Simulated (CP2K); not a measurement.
Silylacetonitrile has these distinct C atoms: C2 (bonded to C and N) and C3 (bonded to C, Si and 2 H).

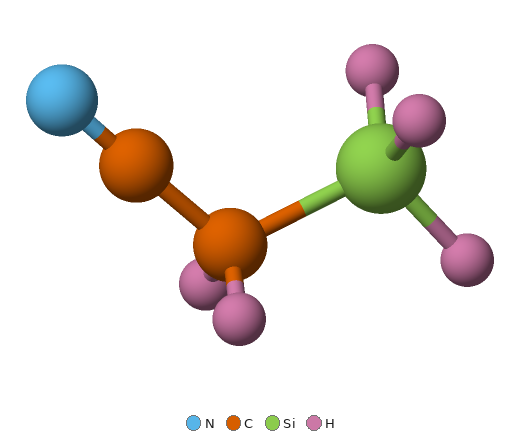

The molecule (nitrogen blue, carbon orange, silicon green, hydrogen pink).

```xyz
9

N     2.6058    0.8230    0.4305
C     1.6683    0.1618    0.2207
C     0.4862   -0.6404   -0.0390
Si   -1.1277    0.3763   -0.0764
H     0.5985   -1.1581   -1.0044
H     0.3938   -1.4185    0.7346
H    -1.3272    1.0433    1.2365
H    -2.2409   -0.5758   -0.3400
H    -1.0568    1.3885   -1.1626
```

Their partial C K spectra (CP2K XAS_TDP, all-electron GAPW, PBEh(45%), aug-pc-1, TDA, GW2X-corrected core level, no relativity) are given in random order, each times the number of alike atoms.

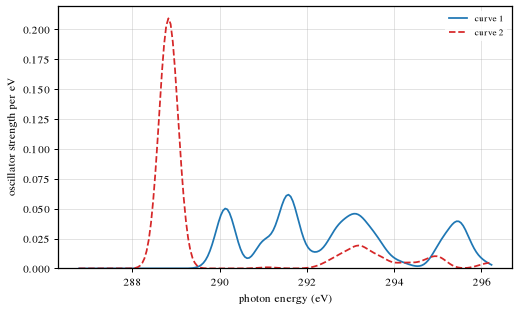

Gaussian full width 0.5 eV, oscillator strength per eV, alike atoms added, rows of zeros left out.

Question: Which curve belongs to which atom?

Curve 1: C3 (bonded to C, Si and 2 H), leading line at 290.10 eV (f = 0.015 an atom), ionisation energy 292.68 eV, term value 2.58 eV. Curve 2: C2 (bonded to C and N), leading line at 288.78 eV (f = 0.057 an atom), ionisation energy 293.44 eV, term value 4.66 eV. The leading line of an atom is its first one with 35 % of the strongest within 2.5 eV of its lowest line over the strength cut. A line lies at the core ionisation energy, which rises as an atom loses charge to its neighbours or to a π system, less the term value, which is large for a low π* or σ* orbital with weight on that atom.

[Banner, clock and machine lines of the logs are left out without a mark of their own.]

[Logs are printed without paths, hosts, clocks, repeated set-up lines and the standing remarks that a program may print on its own settings, such as how far it seeks lower states.]

[Hosts, paths, dates, database ids (printed as entryN), source tags and the programs' standing remarks are cut or masked in the printed files.]
